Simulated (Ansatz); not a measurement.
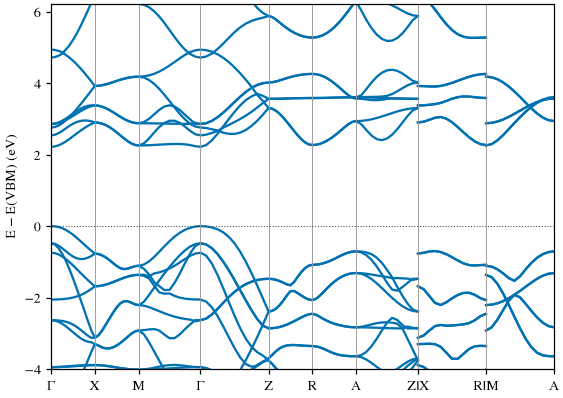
Fig. 1. Band structure from plane-wave PAW r²SCAN (Ansatz code)

Question: Read off the gap and where the band edges lie.

Answer: About 2.2 eV (2.22 eV by a search for the band edges); maximum at Γ, minimum at Γ.

The material is TiO2 (rutile, P4_2/mnm).

The r²SCAN relaxation kept the symmetry of its start. No spin polarisation was allowed.

Potentials: the later of the program's two PAW sets.
